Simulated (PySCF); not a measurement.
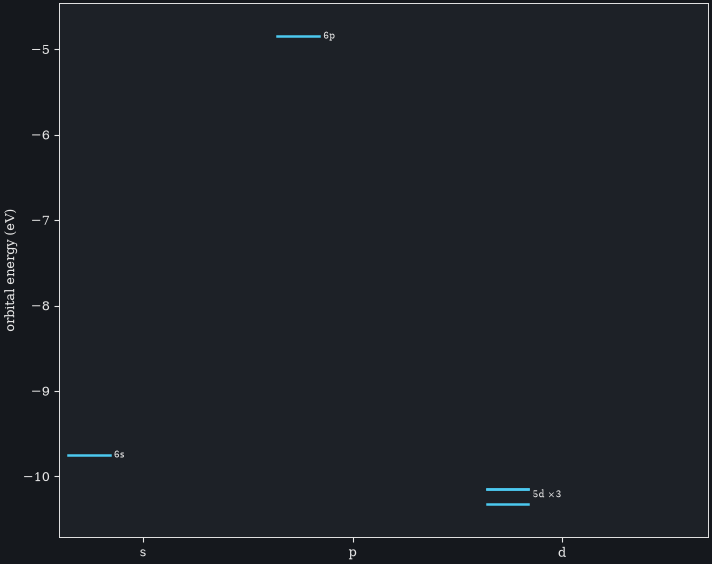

Fig. 1: Orbital energies of the mean field, from the top down to −10.3 eV, by angular momentum, α spin at the left of each column and β at the right; ×n counts the orbitals under one label. The highest filled orbital is 6p α at −4.85 eV, the lowest empty one s β at −0.377 eV.

Atomic calculation, with input and output: Ta

System: Ta, configuration 1s2 2s2 2p6 3s2 3p6 3d10 4s2 4p6 4d10 4f14 5s2 5p6 5d3 6s1 6p1, multiplicity 6.
Method: unrestricted HF, aug-cc-pVTZ-PP with ECP60, scalar-relativistic core potential (PySCF).

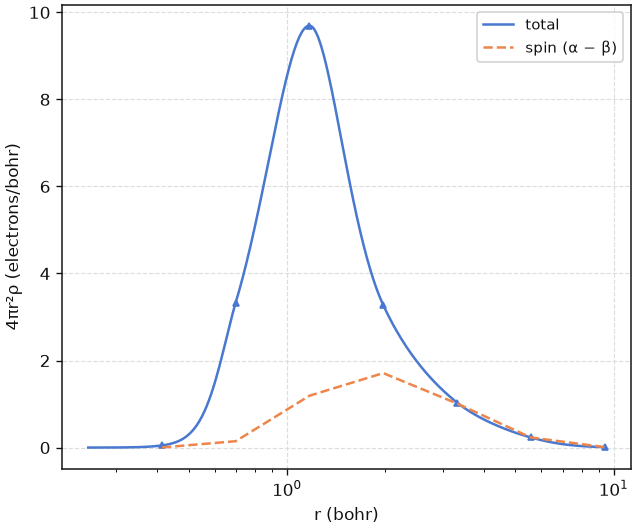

Fig. 2: Spherically averaged radial density 4πr²ρ of the mean field (valence electrons alone, under a core potential) and its spin part; markers are the stored points, which are sparse, and the line is a monotone interpolation between them. The largest stored value is 9.69 electrons/bohr at r = 1.2 bohr. Root-mean-square radii of the shells: 5s 1.19, 5p 1.40, 5d 2.34, 6s 3.58, 6p 4.78 bohr.

Input and output of the run follow.

### Input
```python
from pyscf import gto, scf, dft, mp, cc
import basis_set_exchange as bse
txt = bse.get_basis("aug-cc-pVTZ-PP", elements=["Ta"], fmt="nwchem", header=False)
cut = txt.index("\nECP")
mol = gto.M(atom="Ta 0 0 0", charge=0, spin=5, symmetry="D2h",
            basis=gto.basis.parse(txt[:cut]),
            ecp={"Ta": gto.basis.parse_ecp(txt[cut:])})
mf = scf.UHF(mol)
mf.irrep_nelec = {'Ag': (2, 1), 'B1g': (1, 0), 'B2g': (1, 0), 'B3g': (1, 0), 'B1u': (1, 1), 'B2u': (2, 1), 'B3u': (1, 1)}
mf.kernel()
```

The script is an equivalent of what the driver set up; the driver started from orbitals of its own, so the log can be shorter than this script's would be, and it computed the properties (radii, ⟨L²⟩, response) afterwards. It held the occupations shell by shell, which the script's counts by irreducible representation don't always enforce.

The run was one of a batch that the task file lists, launched with:
```bash
OMP_NUM_THREADS=1 python <driver script> TASK.json OUT
```

### The program's output (extracts)
```
damping factor = 0
level_shift factor = 0
DIIS = <class 'pyscf.scf.diis.CDIIS'>
diis_start_cycle = 1
diis_space = 10
diis_damp = 0
SCF conv_tol = 1e-09
SCF conv_tol_grad = None
number electrons alpha = 9  beta = 4
cycle= 1 E= -56.7025050665747  delta_E= -0.00697  |g|= 0.0248  |ddm|= 0.069
cycle= 2 E= -56.703086032575  delta_E= -0.000581  |g|= 0.00759  |ddm|= 0.0279
cycle= 3 E= -56.7032762557643  delta_E= -0.00019  |g|= 0.00395  |ddm|= 0.0213
cycle= 4 E= -56.7033918699768  delta_E= -0.000116  |g|= 0.00145  |ddm|= 0.0267
cycle= 5 E= -56.7034056354386  delta_E= -1.38e-05  |g|= 0.000285  |ddm|= 0.0118
cycle= 6 E= -56.7034058352495  delta_E= -2e-07  |g|= 4.1e-05  |ddm|= 0.00154
cycle= 7 E= -56.7034058390797  delta_E= -3.83e-09  |g|= 9.19e-06  |ddm|= 0.000455
cycle= 8 E= -56.703405839247  delta_E= -1.67e-10  |g|= 1.86e-06  |ddm|= 6.98e-05
converged SCF energy = -56.703405839247  <S^2> = 8.7550378  2S+1 = 6.001679
```

### Summary

| quantity | value |
| --- | --- |
| outcome | converged |
| total energy (valence electrons, under a core potential) | −56.703406 hartree |
| ⟨S²⟩ | 8.755 |
| ⟨L²⟩ | 14.01 |
| SCF iterations | 8 |
| hardware | 1 CPU thread, shared host |
| CPU time | 1.8 s (integrals apart) |

### Notes

This is not the ground configuration of the species. ⟨L²⟩ departs from that of the intended term, so the determinant mixes terms.
